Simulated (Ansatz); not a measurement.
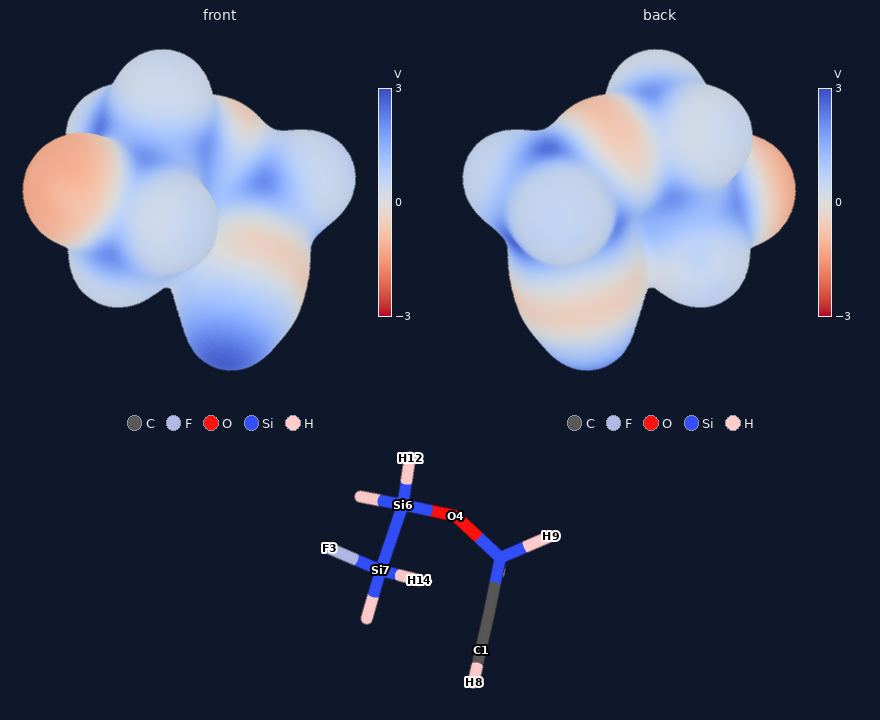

Figure. C₂H₇FOSi₃. The electrostatic potential painted on the density surface at 0.004 e/bohr³, seen from the front and from behind; red is negative and blue positive. The bare structure is drawn below in the same view.

Geometry: B3LYP-D3(BJ)/def2-SVP.

These are results of isolated molecule in a Gaussian basis; Kohn-Sham density functional theory, functional PBE0 (Ansatz), not measurements.

Input

```
crystal:
  periodic: [false, false, false]
  atoms:
    - {symbol: C, position_ang: [-0.120785, -1.090379, 2.405231]}
    - {symbol: C, position_ang: [-0.895735, -0.652900, 1.573523]}
    - {symbol: F, position_ang: [1.875171, 3.600713, 2.320697]}
    - {symbol: O, position_ang: [-1.639164, 1.627241, 0.062040]}
    - {symbol: Si, position_ang: [-2.048578, 0.046306, 0.318734]}
    - {symbol: Si, position_ang: [-0.618304, 2.867920, 0.519412]}
    - {symbol: Si, position_ang: [1.009935, 2.222215, 2.101787]}
    - {symbol: H, position_ang: [0.562207, -1.478698, 3.139387]}
    - {symbol: H, position_ang: [-1.913247, -0.722976, -0.943581]}
    - {symbol: H, position_ang: [-3.436834, -0.043334, 0.837515]}
    - {symbol: H, position_ang: [-1.432848, 3.974974, 1.098878]}
    - {symbol: H, position_ang: [0.079077, 3.383499, -0.693553]}
    - {symbol: H, position_ang: [0.451232, 1.830524, 3.424100]}
    - {symbol: H, position_ang: [1.948339, 1.176203, 1.612328]}
basis:
  gaussian: {orbitals: def2-SVPD}
hamiltonian: {xc: pbe0}
output: {forces: true, orbitals: {seedname: orbitals}}
```

Run with:

```sh
ansatz run input.yaml --threads 4 --pin off --max-ram 7830MiB --events-out events.jsonl --progress --plain --runs-dir runs
```

Describe the electrostatic potential map.

Answer. The most negative region (about −1.2 V) lies over F3, the most positive (about +2.6 V) over Si5 and H8.
